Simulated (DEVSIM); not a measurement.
Structure: abrupt Si n-p junction, at 250 K.

```csv
layer (left to right),material,thickness (μm),Nd (cm⁻³),Na (cm⁻³),τn (s),τp (s)
1,Si,1.20,1.6e17,-,0.00093,0.00093
2,Si,0.300,-,1.6e16,0.00093,0.00093
```

Left contact: ohmic. Right contact: ohmic. Voltage is applied to the left contact. Recombination: SRH at mid-gap, radiative, Auger. Mobility is μmin + (μ − μmin)/(1 + (N/Nref)^α).

Constants are typed, rounded textbook-type inputs, not results; the design itself was drawn at random and stands for no fabricated device. Values at 300 K; Nc and Nv go as T^1.5, mobilities as T to minus their exponent, the gap by Varshni's rule with the affinity fixed.

| parameter | Si |
|---|---|
| gap (eV) | 1.124 |
| affinity (eV) | 4.05 |
| permittivity | 11.7 |
| Nc (cm⁻³) | 2.86e19 |
| Nv (cm⁻³) | 3.1e19 |
| μn (cm²/Vs) | 1417 |
| μp (cm²/Vs) | 470 |
| μn,min | 52 |
| μp,min | 45 |
| Nref,n | 9.7e16 |
| Nref,p | 2.2e17 |
| αn | 0.68 |
| αp | 0.72 |
| T exponent of μn | 2.3 |
| T exponent of μp | 2.2 |
| B (cm³/s) | 4.7e-15 |
| Cn (cm⁶/s) | 2.8e-31 |
| Cp (cm⁶/s) | 9.9e-32 |
| Varshni α (eV/K) | 0.000473 |
| Varshni β (K) | 636 |

Simulated with DEVSIM: 1D drift-diffusion, Boltzmann statistics, complete ionisation; no tunnelling, impact ionisation, image-force lowering or self-heating.

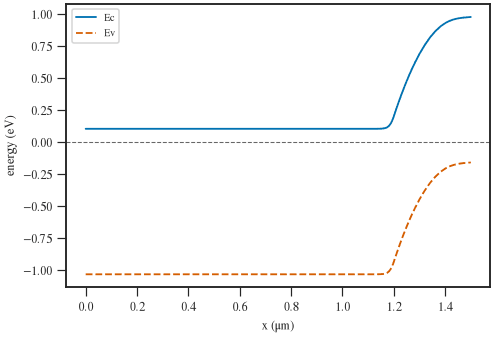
*Band edges at zero bias*

Energies count from the Fermi level of the right contact; mesh points crowd at the junctions.

```csv
x (μm),Ec (eV),Ev (eV),n (cm⁻³),p (cm⁻³),field (V/cm)
0.000,0.106,-1.030,1.6e17,< 1e2,≈ 0
0.01502,0.106,-1.030,1.6e17,< 1e2,≈ 0
0.03905,0.106,-1.030,1.6e17,< 1e2,≈ 0
0.07749,0.106,-1.030,1.6e17,< 1e2,≈ 0
0.1668,0.106,-1.030,1.6e17,< 1e2,≈ 0
0.2818,0.106,-1.030,1.6e17,< 1e2,≈ 0
0.4470,0.106,-1.030,1.6e17,< 1e2,≈ 0
0.7681,0.106,-1.030,1.6e17,< 1e2,≈ 0
0.9394,0.106,-1.030,1.6e17,< 1e2,≈ 0
1.046,0.106,-1.030,1.6e17,< 1e2,≈ 0
1.113,0.106,-1.030,1.6e17,< 1e2,21
1.165,0.111,-1.026,1.3e17,< 1e2,5000
1.188,0.146,-0.990,2.5e16,< 1e2,33000
1.201,0.209,-0.927,1.3e15,< 1e2,61000
1.223,0.335,-0.801,3.8e12,1700,56000
1.249,0.472,-0.665,6.8e9,950000,49000
1.284,0.629,-0.507,4500000,1.4e9,40000
1.341,0.819,-0.317,660,9.7e12,26000
1.418,0.949,-0.187,< 1e2,4.0e15,8300
1.455,0.970,-0.166,< 1e2,1.0e16,3300
1.480,0.976,-0.160,< 1e2,1.4e16,1800
1.500,0.979,-0.157,< 1e2,1.6e16,1500
```
